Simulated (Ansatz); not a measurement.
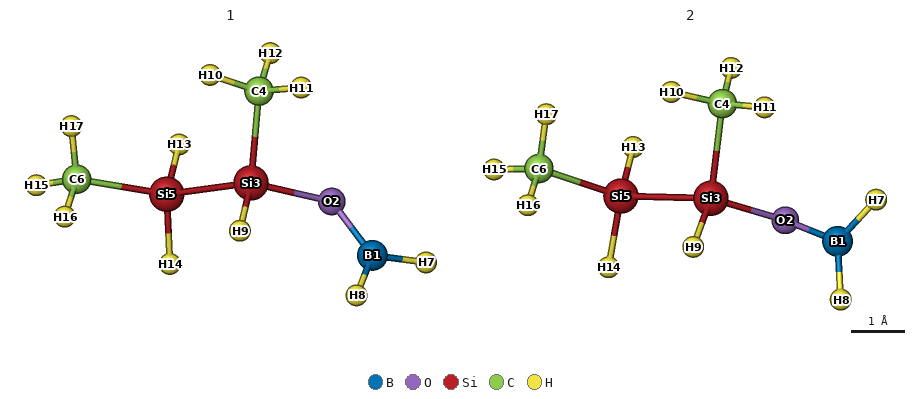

Two geometries of C$_{2}$H$_{11}$BOSi$_{2}$, drawn at one scale. One is the start of a relaxation, the other its converged end. A ball-and-stick model, seen at a tilt.

The calculation used RKS B3LYP/STO-3G in Ansatz. (no spin polarisation; force threshold 0.02 eV/Å; at most 40 steps)

Which one is relaxed?

Structure 1 is the relaxed one. The run prepares the start of a later molecular dynamics calculation, from a guessed geometry. H7 moves most after the best rigid fit: 1.77 Å. By element the largest moves are H 1.77 Å, O 0.55 Å, B 0.42 Å, Si 0.40 Å, C 0.30 Å. Some distances before and after: B1–O2 1.514 → 1.335 Å, Si3–C4 1.976 → 1.880 Å, Si3–Si5 2.205 → 2.275 Å, Si5–H13 1.486 → 1.446 Å. Among the angles between lasting bonds that change: B1–O2–Si3 105.2° → 124.1°, H11–C4–H12 115.1° → 107.8°, O2–B1–H8 116.8° → 122.7°. Groups turn about B1–O2 by about 90°, O2–Si3 by about 45°. Over 25 accepted moves (26 points after the start) the energy falls by 1.628 eV. The largest force component goes from 5.2 to 0.011 eV/Å. The line search rejected the trial step at point 16 of the run. The forces were under the threshold at step 14, but the run went on from there. The run took of the order of 100 core-seconds on a shared host.

Limits of the set-up: STO-3G is a minimal basis, so the numbers are rough.
